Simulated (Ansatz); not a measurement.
BSiH4ClOF2: molecular dynamics (part 4 of 5)

BSiH4ClOF2; RKS B3LYP-D4/def2-SVP (Ansatz 0.2.0). It belongs to a series of runs on one base structure; here: dynamics from the highest image of the converged band.

Geometry of the input (Å):
```
B  -1.3630  -0.0834  0.1006
Cl -1.3494  -2.2958  0.0623
F  -1.5338  0.3626  -1.1454
F  -2.2260  0.2806  1.0380
H  -0.1413  -1.4053  0.4710
O  0.0494  -0.1912  0.5267
Si 1.3819  0.6709  -0.1461
H  2.5257  0.3748  0.7483
H  1.6356  0.1787  -1.5227
H  1.0209  2.1083  -0.1327
```

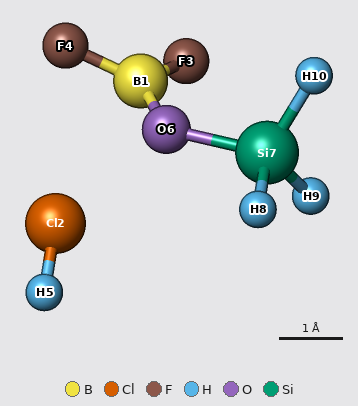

Fig. 1: The geometry at step 103 of the log (ball-and-stick view, seen at a tilt; atoms are numbered from 1 in the order of the input).

Trajectory as extended XYZ, continued:
```
10
Properties=species:S:1:pos:R:3:forces:R:3 step=70 time_fs=35.0 energy=-28616.61523 temperature=614.1
B    -1.2304    0.2182    0.1230    0.2841  -0.8521  -0.0141
Cl   -1.4177   -2.4583    0.0695    1.2287  -1.0698   0.4890
F    -1.5472    0.3872   -1.1435   -0.1539   0.4467  -0.6118
F    -2.1835    0.2387    1.0118   -0.6815   0.3968   0.6569
H    -0.2067   -2.7197    0.6018   -1.4114   0.3762  -0.5971
O     0.0516    0.0162    0.4929   -0.8756  -0.1515   0.6855
Si    1.3907    0.6973   -0.1346    1.7844   0.7526   0.1198
H     2.5415    0.3991    0.8024   -0.3521   0.0628  -0.2898
H     1.7184    0.1995   -1.4765    0.0367  -0.1961  -0.3504
H     1.1392    2.1552   -0.1842    0.1408   0.2343  -0.0878
10
Properties=species:S:1:pos:R:3:forces:R:3 step=73 time_fs=36.5 energy=-28616.68616 temperature=681.8
B    -1.2307    0.2331    0.1206    0.5302  -0.9579   0.1661
Cl   -1.4211   -2.4730    0.0697    0.0734  -0.7837  -0.0178
F    -1.5514    0.3906   -1.1418   -0.1493   0.4731  -0.7899
F    -2.1811    0.2389    1.0082   -0.8251   0.4033   0.7586
H    -0.2718   -2.7900    0.5856   -0.2396   0.1538  -0.0891
O     0.0512    0.0301    0.5011   -0.8198  -0.0027   0.4892
Si    1.3983    0.7019   -0.1356    1.4211   0.7694  -0.2701
H     2.5313    0.4087    0.7922   -0.0928  -0.0208  -0.0955
H     1.7198    0.1834   -1.4909   -0.0379  -0.0600  -0.0441
H     1.1643    2.1738   -0.1880    0.1398   0.0255  -0.1074
10
Properties=species:S:1:pos:R:3:forces:R:3 step=75 time_fs=37.5 energy=-28616.68316 temperature=679.1
B    -1.2303    0.2421    0.1192    0.6104  -1.0018   0.2722
Cl   -1.4233   -2.4831    0.0698   -0.9740  -0.4274  -0.4942
F    -1.5542    0.3932   -1.1411   -0.1349   0.4805  -0.8705
F    -2.1800    0.2393    1.0062   -0.8870   0.4011   0.7933
H    -0.3197   -2.8348    0.5731    0.8173  -0.1627   0.3882
O     0.0503    0.0393    0.5070   -0.7067   0.1068   0.3516
Si    1.4040    0.7053   -0.1364    1.1025   0.7709  -0.5608
H     2.5229    0.4149    0.7841    0.1241  -0.0880   0.0723
H     1.7204    0.1717   -1.5014   -0.0854   0.0358   0.1646
H     1.1828    2.1869   -0.1919    0.1335  -0.1152  -0.1168
10
Properties=species:S:1:pos:R:3:forces:R:3 step=78 time_fs=39.0 energy=-28616.63734 temperature=636.1
B    -1.2288    0.2537    0.1175    0.5952  -1.0322   0.3925
Cl   -1.4272   -2.4985    0.0696   -2.0139   0.0798  -0.9908
F    -1.5586    0.3976   -1.1410   -0.0916   0.4766  -0.9179
F    -2.1793    0.2403    1.0041   -0.9254   0.3913   0.7941
H    -0.3744   -2.9060    0.5624    1.8689  -0.6148   0.8864
O     0.0481    0.0533    0.5161   -0.4373   0.2760   0.1476
Si    1.4132    0.7108   -0.1380    0.6030   0.7281  -0.8958
H     2.5133    0.4225    0.7736    0.4219  -0.1815   0.3070
H     1.7197    0.1551   -1.5138   -0.1325   0.1516   0.4011
H     1.2128    2.2040   -0.1997    0.1117  -0.2751  -0.1242
10
Properties=species:S:1:pos:R:3:forces:R:3 step=80 time_fs=40.0 energy=-28616.65225 temperature=650.3
B    -1.2271    0.2604    0.1168    0.4987  -1.0314   0.4380
Cl   -1.4304   -2.5087    0.0692   -1.7695   0.0953  -0.8903
F    -1.5616    0.4008   -1.1415   -0.0472   0.4647  -0.8954
F    -2.1793    0.2412    1.0031   -0.9161   0.3816   0.7633
H    -0.3901   -2.9601    0.5651    1.6308  -0.5958   0.7869
O     0.0463    0.0628    0.5224   -0.2062   0.3853   0.0199
Si    1.4197    0.7149   -0.1394    0.3274   0.6516  -0.9754
H     2.5115    0.4256    0.7700    0.5356  -0.2206   0.3974
H     1.7177    0.1457   -1.5175   -0.1426   0.1967   0.4801
H     1.2341    2.2124   -0.2065    0.0890  -0.3275  -0.1244
10
Properties=species:S:1:pos:R:3:forces:R:3 step=83 time_fs=41.5 energy=-28616.71730 temperature=712.1
B    -1.2237    0.2686    0.1165    0.2477  -0.9988   0.4466
Cl   -1.4361   -2.5241    0.0682   -0.4037  -0.4241  -0.2428
F    -1.5661    0.4061   -1.1431    0.0419   0.4332  -0.7814
F    -2.1803    0.2429    1.0024   -0.8572   0.3622   0.6791
H    -0.3875   -3.0506    0.5819    0.2742  -0.0265   0.1412
O     0.0435    0.0775    0.5317    0.1815   0.5327  -0.1513
Si    1.4295    0.7213   -0.1421    0.0910   0.4498  -0.8053
H     2.5184    0.4262    0.7716    0.5042  -0.2217   0.3697
H     1.7121    0.1352   -1.5146   -0.1251   0.2040   0.4624
H     1.2677    2.2191   -0.2188    0.0455  -0.3108  -0.1183
10
Properties=species:S:1:pos:R:3:forces:R:3 step=85 time_fs=42.5 energy=-28616.72728 temperature=721.9
B    -1.2212    0.2730    0.1168    0.0318  -0.9555   0.4136
Cl   -1.4400   -2.5344    0.0674    0.4855  -0.8590   0.1982
F    -1.5691    0.4099   -1.1446    0.1138   0.4030  -0.6577
F    -2.1815    0.2443    1.0024   -0.7941   0.3451   0.6044
H    -0.3804   -3.1122    0.5958   -0.6086   0.4411  -0.2980
O     0.0417    0.0878    0.5378    0.4430   0.6149  -0.2498
Si    1.4361    0.7258   -0.1443    0.0527   0.2662  -0.5091
H     2.5291    0.4239    0.7771    0.3574  -0.1838   0.2478
H     1.7069    0.1305   -1.5070   -0.0945   0.1667   0.3615
H     1.2906    2.2198   -0.2284    0.0130  -0.2388  -0.1109
10
Properties=species:S:1:pos:R:3:forces:R:3 step=88 time_fs=44.0 energy=-28616.69916 temperature=695.4
B    -1.2174    0.2780    0.1180   -0.3166  -0.8585   0.3171
Cl   -1.4457   -2.5504    0.0664    1.2345  -1.2941   0.5893
F    -1.5735    0.4159   -1.1475    0.2333   0.3446  -0.4183
F    -2.1840    0.2467    1.0029   -0.6758   0.3117   0.4770
H    -0.3822   -3.1956    0.6104   -1.3470   0.9248  -0.6855
O     0.0395    0.1038    0.5467    0.7981   0.7102  -0.3752
Si    1.4460    0.7327   -0.1478    0.0961  -0.0384   0.1046
H     2.5509    0.4174    0.7894    0.0423  -0.0915  -0.0144
H     1.6975    0.1264   -1.4898   -0.0297   0.0552   0.1022
H     1.3252    2.2169   -0.2448   -0.0351  -0.0640  -0.0967
10
Properties=species:S:1:pos:R:3:forces:R:3 step=90 time_fs=45.0 energy=-28616.69017 temperature=686.9
B    -1.2152    0.2804    0.1191   -0.5341  -0.7748   0.2323
Cl   -1.4491   -2.5615    0.0658    1.3364  -1.3780   0.6543
F    -1.5762    0.4202   -1.1498    0.3156   0.2977  -0.2358
F    -2.1861    0.2485    1.0036   -0.5881   0.2837   0.3888
H    -0.3986   -3.2408    0.6125   -1.4416   1.0404  -0.7476
O     0.0386    0.1150    0.5524    0.9869   0.7552  -0.4471
Si    1.4527    0.7373   -0.1502    0.1352  -0.2289   0.5370
H     2.5663    0.4119    0.7977   -0.1648  -0.0241  -0.1870
H     1.6908    0.1244   -1.4767    0.0176  -0.0421  -0.1088
H     1.3479    2.2140   -0.2569   -0.0631   0.0707  -0.0861
10
Properties=species:S:1:pos:R:3:forces:R:3 step=93 time_fs=46.5 energy=-28616.72112 temperature=716.5
B    -1.2128    0.2826    0.1211   -0.7862  -0.6256   0.0966
Cl   -1.4535   -2.5788    0.0654    0.9485  -1.1424   0.4677
F    -1.5801    0.4269   -1.1533    0.4334   0.2177   0.0496
F    -2.1898    0.2515    1.0050   -0.4540   0.2331   0.2613
H    -0.4482   -3.2902    0.6025   -1.0427   0.8509  -0.5563
O     0.0385    0.1326    0.5604    1.1641   0.7974  -0.5449
Si    1.4628    0.7441   -0.1533    0.1442  -0.4525   1.0573
H     2.5861    0.4033    0.8065   -0.3894   0.0603  -0.3731
H     1.6811    0.1204   -1.4596    0.0764  -0.1779  -0.3895
H     1.3808    2.2113   -0.2766   -0.0942   0.2391  -0.0686
10
Properties=species:S:1:pos:R:3:forces:R:3 step=95 time_fs=47.5 energy=-28616.75174 temperature=745.6
B    -1.2121    0.2834    0.1226   -0.8803  -0.5135   0.0128
Cl   -1.4561   -2.5908    0.0652    0.3346  -0.6976   0.1447
F    -1.5824    0.4314   -1.1556    0.5032   0.1593   0.2357
F    -2.1926    0.2536    1.0060   -0.3681   0.1942   0.1836
H    -0.4942   -3.3128    0.5890   -0.4220   0.4352  -0.2301
O     0.0392    0.1450    0.5653    1.1974   0.8100  -0.6080
Si    1.4696    0.7484   -0.1549    0.1017  -0.5484   1.2359
H     2.5949    0.3982    0.8081   -0.4578   0.0962  -0.4276
H     1.6756    0.1158   -1.4525    0.0977  -0.2296  -0.4922
H     1.4016    2.2121   -0.2906   -0.1066   0.2943  -0.0546
10
Properties=species:S:1:pos:R:3:forces:R:3 step=98 time_fs=49.0 energy=-28616.74967 temperature=743.7
B    -1.2124    0.2838    0.1248   -0.8866  -0.3318  -0.0863
Cl   -1.4599   -2.6090    0.0651   -0.9247   0.3444  -0.5541
F    -1.5853    0.4385   -1.1589    0.5881   0.0672   0.4919
F    -2.1971    0.2569    1.0078   -0.2500   0.1296   0.0822
H    -0.5682   -3.3409    0.5660    0.8465  -0.5660   0.4733
O     0.0417    0.1645    0.5719    1.1114   0.8076  -0.7047
Si    1.4798    0.7545   -0.1566   -0.0432  -0.6112   1.1748
H     2.6000    0.3922    0.8030   -0.4248   0.1109  -0.3927
H     1.6689    0.1049   -1.4506    0.0975  -0.2113  -0.4575
H     1.4309    2.2185   -0.3124   -0.1141   0.2606  -0.0270
10
Properties=species:S:1:pos:R:3:forces:R:3 step=100 time_fs=50.0 energy=-28616.72405 temperature=719.7
B    -1.2136    0.2836    0.1262   -0.8006  -0.2052  -0.1287
Cl   -1.4627   -2.6210    0.0648   -1.5649   0.9683  -0.9320
F    -1.5870    0.4432   -1.1608    0.6292   0.0050   0.6404
F    -2.2003    0.2593    1.0091   -0.1804   0.0842   0.0256
H    -0.6093   -3.3650    0.5554    1.4917  -1.1645   0.8538
O     0.0442    0.1781    0.5758    0.9697   0.7923  -0.7706
Si    1.4867    0.7583   -0.1573   -0.1969  -0.6039   0.9275
H     2.5982    0.3896    0.7948   -0.3149   0.0927  -0.2937
H     1.6657    0.0950   -1.4548    0.0809  -0.1366  -0.3190
H     1.4491    2.2259   -0.3274   -0.1137   0.1676  -0.0032
10
Properties=species:S:1:pos:R:3:forces:R:3 step=103 time_fs=51.5 energy=-28616.74412 temperature=738.8
B    -1.2168    0.2831    0.1281   -0.5582  -0.0122  -0.1539
Cl   -1.4677   -2.6386    0.0639   -1.3976   0.9615  -0.8622
F    -1.5888    0.4503   -1.1630    0.6664  -0.0858   0.8214
F    -2.2052    0.2628    1.0110   -0.0889   0.0155  -0.0437
H    -0.6444   -3.4220    0.5546    1.3302  -1.1221   0.7870
O     0.0490    0.1994    0.5808    0.6569   0.7488  -0.8670
Si    1.4967    0.7636   -0.1576   -0.5041  -0.5332   0.3585
H     2.5905    0.3872    0.7778   -0.0442   0.0277  -0.0547
H     1.6622    0.0781   -1.4663    0.0480   0.0278  -0.0246
H     1.4744    2.2397   -0.3498   -0.1084  -0.0280   0.0392
10
Properties=species:S:1:pos:R:3:forces:R:3 step=105 time_fs=52.5 energy=-28616.77845 temperature=771.2
B    -1.2195    0.2827    0.1292   -0.3432   0.1169  -0.1461
Cl   -1.4715   -2.6500    0.0630   -0.6716   0.3254  -0.4374
F    -1.5895    0.4550   -1.1640    0.6758  -0.1430   0.9118
F    -2.2085    0.2652    1.0122   -0.0348  -0.0293  -0.0812
H    -0.6516   -3.4736    0.5637    0.6072  -0.4635   0.3636
O     0.0527    0.2141    0.5835    0.4025   0.7051  -0.9252
Si    1.5033    0.7670   -0.1577   -0.7331  -0.4620  -0.0575
H     2.5845    0.3860    0.7654    0.1708  -0.0305   0.1339
H     1.6605    0.0669   -1.4747    0.0294   0.1396   0.1691
H     1.4899    2.2488   -0.3643   -0.1029  -0.1585   0.0690
10
Properties=species:S:1:pos:R:3:forces:R:3 step=108 time_fs=54.0 energy=-28616.75825 temperature=752.0
B    -1.2241    0.2823    0.1305    0.0139   0.3108  -0.1025
Cl   -1.4775   -2.6670    0.0615    0.4055  -0.7584   0.2314
F    -1.5901    0.4618   -1.1645    0.6699  -0.2216   1.0008
F    -2.2136    0.2688    1.0140    0.0416  -0.0939  -0.1290
H    -0.6537   -3.5568    0.5823   -0.4657   0.6518  -0.3031
O     0.0587    0.2370    0.5865   -0.0099   0.6171  -0.9943
Si    1.5125    0.7716   -0.1579   -1.0207  -0.3642  -0.5648
H     2.5790    0.3834    0.7498    0.4437  -0.1064   0.3739
H     1.6584    0.0529   -1.4838    0.0143   0.2648   0.3781
H     1.5114    2.2594   -0.3847   -0.0927  -0.3001   0.1094
10
Properties=species:S:1:pos:R:3:forces:R:3 step=110 time_fs=55.0 energy=-28616.71239 temperature=708.3
B    -1.2272    0.2824    0.1313    0.2489   0.4394  -0.0556
Cl   -1.4814   -2.6786    0.0605    0.8275  -1.2361   0.5112
F    -1.5900    0.4663   -1.1643    0.6551  -0.2683   1.0296
F    -2.2169    0.2711    1.0151    0.0928  -0.1347  -0.1578
H    -0.6593   -3.6060    0.5921   -0.8847   1.1490  -0.5815
O     0.0627    0.2528    0.5877   -0.2835   0.5445  -1.0236
Si    1.5183    0.7746   -0.1582   -1.1121  -0.3347  -0.7420
H     2.5803    0.3806    0.7435    0.5269  -0.1251   0.4505
H     1.6572    0.0466   -1.4856    0.0137   0.3043   0.4395
H     1.5245    2.2630   -0.3971   -0.0846  -0.3382   0.1297
10
Properties=species:S:1:pos:R:3:forces:R:3 step=113 time_fs=56.5 energy=-28616.68401 temperature=681.1
B    -1.2314    0.2833    0.1325    0.5584   0.6265   0.0349
Cl   -1.4868   -2.6966    0.0594    0.9869  -1.4623   0.6375
F    -1.5893    0.4727   -1.1629    0.6207  -0.3283   1.0294
F    -2.2218    0.2744    1.0166    0.1755  -0.1912  -0.2003
H    -0.6837   -3.6588    0.5960   -1.0393   1.4012  -0.7051
O     0.0684    0.2770    0.5884   -0.6596   0.4196  -1.0373
Si    1.5262    0.7788   -0.1592   -1.0442  -0.3722  -0.6999
H     2.5916    0.3742    0.7421    0.4463  -0.0817   0.3933
H     1.6557    0.0425   -1.4805    0.0254   0.2862   0.4020
H     1.5428    2.2624   -0.4133   -0.0702  -0.2978   0.1456
10
Properties=species:S:1:pos:R:3:forces:R:3 step=115 time_fs=57.5 energy=-28616.70987 temperature=705.8
B    -1.2336    0.2846    0.1333    0.7194   0.7437   0.1045
Cl   -1.4901   -2.7090    0.0588    0.8121  -1.2788   0.5340
F    -1.5884    0.4768   -1.1614    0.5917  -0.3609   1.0024
F    -2.2250    0.2765    1.0175    0.2365  -0.2250  -0.2291
H    -0.7123   -3.6775    0.5903   -0.8609   1.2327  -0.5997
O     0.0717    0.2935    0.5881   -0.8718   0.3298  -1.0249
Si    1.5311    0.7815   -0.1602   -0.8849  -0.4428  -0.4870
H     2.6046    0.3689    0.7459    0.2770  -0.0118   0.2597
H     1.6550    0.0432   -1.4722    0.0397   0.2232   0.2948
H     1.5542    2.2585   -0.4224   -0.0588  -0.2100   0.1452
10
Properties=species:S:1:pos:R:3:forces:R:3 step=118 time_fs=59.0 energy=-28616.76019 temperature=753.6
B    -1.2357    0.2878    0.1346    0.8745   0.9004   0.2144
Cl   -1.4946   -2.7283    0.0582    0.1462  -0.4462   0.0843
F    -1.5865    0.4825   -1.1581    0.5423  -0.3979   0.9260
F    -2.2295    0.2795    1.0185    0.3374  -0.2685  -0.2727
H    -0.7692   -3.6851    0.5720   -0.1892   0.4191  -0.1465
O     0.0756    0.3186    0.5865   -1.1121   0.1933  -0.9741
Si    1.5378    0.7852   -0.1619   -0.5787  -0.5672  -0.0047
H     2.6283    0.3610    0.7558   -0.0473   0.1153   0.0039
H     1.6547    0.0480   -1.4551    0.0666   0.0673   0.0397
H     1.5701    2.2491   -0.4334   -0.0396  -0.0156   0.1297
10
Properties=species:S:1:pos:R:3:forces:R:3 step=120 time_fs=60.0 energy=-28616.75066 temperature=744.3
B    -1.2361    0.2909    0.1358    0.9144   0.9871   0.2850
Cl   -1.4976   -2.7414    0.0578   -0.4972   0.4365  -0.3795
F    -1.5849    0.4861   -1.1553    0.5067  -0.4142   0.8544
F    -2.2323    0.2813    1.0191    0.4100  -0.2916  -0.3005
H    -0.8103   -3.6840    0.5574    0.4582  -0.4532   0.3197
O     0.0774    0.3355    0.5847   -1.2109   0.1060  -0.9200
Si    1.5420    0.7874   -0.1630   -0.3916  -0.6297   0.3375
H     2.6440    0.3569    0.7628   -0.2477   0.1898  -0.1507
H     1.6553    0.0522   -1.4428    0.0844  -0.0574  -0.1588
H     1.5803    2.2424   -0.4392   -0.0262   0.1267   0.1128
10
Properties=species:S:1:pos:R:3:forces:R:3 step=123 time_fs=61.5 energy=-28616.68411 temperature=681.3
B    -1.2353    0.2972    0.1380    0.8755   1.0812   0.3747
Cl   -1.5023   -2.7607    0.0571   -1.2530   1.5932  -0.9669
F    -1.5820    0.4911   -1.1503    0.4509  -0.4258   0.7222
F    -2.2361    0.2837    1.0196    0.5224  -0.3156  -0.3357
H    -0.8620   -3.6932    0.5426    1.2199  -1.5963   0.9106
O     0.0788    0.3609    0.5809   -1.2544  -0.0115  -0.8107
Si    1.5480    0.7904   -0.1646   -0.2019  -0.6571   0.7292
H     2.6627    0.3543    0.7702   -0.4540   0.2575  -0.3001
H     1.6576    0.0572   -1.4278    0.1024  -0.2210  -0.4104
H     1.5951    2.2350   -0.4459   -0.0078   0.2954   0.0870
10
Properties=species:S:1:pos:R:3:forces:R:3 step=125 time_fs=62.5 energy=-28616.68285 temperature=680.2
B    -1.2337    0.3026    0.1398    0.7848   1.1157   0.4160
Cl   -1.5059   -2.7731    0.0562   -1.2194   1.6284  -0.9686
F    -1.5798    0.4941   -1.1465    0.4125  -0.4249   0.6213
F    -2.2383    0.2851    1.0198    0.5962  -0.3234  -0.3518
H    -0.8831   -3.7167    0.5427    1.1901  -1.6233   0.9145
O     0.0787    0.3778    0.5778   -1.2084  -0.0772  -0.7202
Si    1.5520    0.7921   -0.1653   -0.1511  -0.6254   0.8349
H     2.6700    0.3556    0.7718   -0.5097   0.2655  -0.3291
H     1.6604    0.0581   -1.4224    0.1039  -0.2796  -0.4919
H     1.6048    2.2334   -0.4493    0.0010   0.3442   0.0749
10
Properties=species:S:1:pos:R:3:forces:R:3 step=128 time_fs=64.0 energy=-28616.75448 temperature=748.2
B    -1.2301    0.3126    0.1433    0.5584   1.1220   0.4388
Cl   -1.5118   -2.7909    0.0546   -0.4454   0.5186  -0.3794
F    -1.5761    0.4983   -1.1403    0.3536  -0.4117   0.4572
F    -2.2411    0.2869    1.0197    0.6988  -0.3224  -0.3593
H    -0.8950   -3.7785    0.5580    0.4213  -0.5020   0.3283
O     0.0773    0.4031    0.5723   -1.0251  -0.1530  -0.5601
Si    1.5578    0.7942   -0.1658   -0.1928  -0.5086   0.6987
H     2.6719    0.3622    0.7684   -0.4617   0.2192  -0.2602
H     1.6664    0.0544   -1.4229    0.0866  -0.2577  -0.4337
H     1.6195    2.2370   -0.4531    0.0062   0.2957   0.0697
10
Properties=species:S:1:pos:R:3:forces:R:3 step=130 time_fs=65.0 energy=-28616.77756 temperature=770.4
B    -1.2270    0.3205    0.1462    0.3551   1.0971   0.4231
Cl   -1.5159   -2.8025    0.0533    0.1292  -0.3902   0.0925
F    -1.5734    0.5008   -1.1358    0.3133  -0.3959   0.3425
F    -2.2425    0.2879    1.0194    0.7575  -0.3138  -0.3506
H    -0.8967   -3.8274    0.5730   -0.1499   0.4138  -0.1415
O     0.0756    0.4199    0.5682   -0.8309  -0.1882  -0.4383
Si    1.5616    0.7954   -0.1658   -0.2954  -0.3915   0.4307
H     2.6676    0.3693    0.7630   -0.3466   0.1522  -0.1438
H     1.6715    0.0489   -1.4285    0.0638  -0.1769  -0.2884
H     1.6293    2.2430   -0.4548    0.0039   0.1933   0.0737
10
Properties=species:S:1:pos:R:3:forces:R:3 step=133 time_fs=66.5 energy=-28616.75106 temperature=745.5
B    -1.2219    0.3342    0.1511   -0.0066   1.0198   0.3510
Cl   -1.5220   -2.8202    0.0515    0.6568  -1.2864   0.5575
F    -1.5691    0.5043   -1.1288    0.2499  -0.3631   0.1660
F    -2.2438    0.2891    1.0186    0.8235  -0.2902  -0.3131
H    -0.9031   -3.8915    0.5920   -0.6723   1.3190  -0.6030
O     0.0721    0.4448    0.5616   -0.4483  -0.2185  -0.2365
Si    1.5671    0.7969   -0.1657   -0.5376  -0.1753  -0.1198
H     2.6555    0.3823    0.7527   -0.0809   0.0125   0.1089
H     1.6802    0.0377   -1.4415    0.0213  -0.0065   0.0059
H     1.6441    2.2551   -0.4559   -0.0059  -0.0113   0.0831
```
